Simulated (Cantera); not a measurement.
Charge: 1 mol MgO, 0.51 mol C, 2.6 mol H₂, at 998.15 K.

Cantera equilibrium calculation (NASA polynomials, part measured and part estimated; ideal gas, pure solids and liquids). Candidate condensed phases: C, C₆H₆, C₇H₈, C₈H₁₈, H₂O, Mg, MgCO₃, MgO, Mg(OH)₂; 116 gas species. Rates play no part.

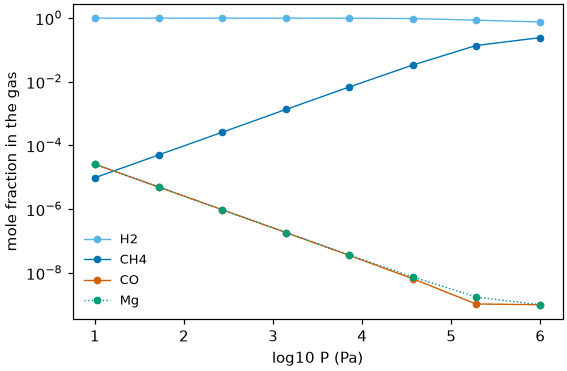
*Equilibrium gas composition (values under 1e-9 drawn at 1e-9)*

From 10.0 Pa to 1.90 bar the condensed part is C(graphite) + MgO(s). At 10.0 bar the condensed part is MgO(s).
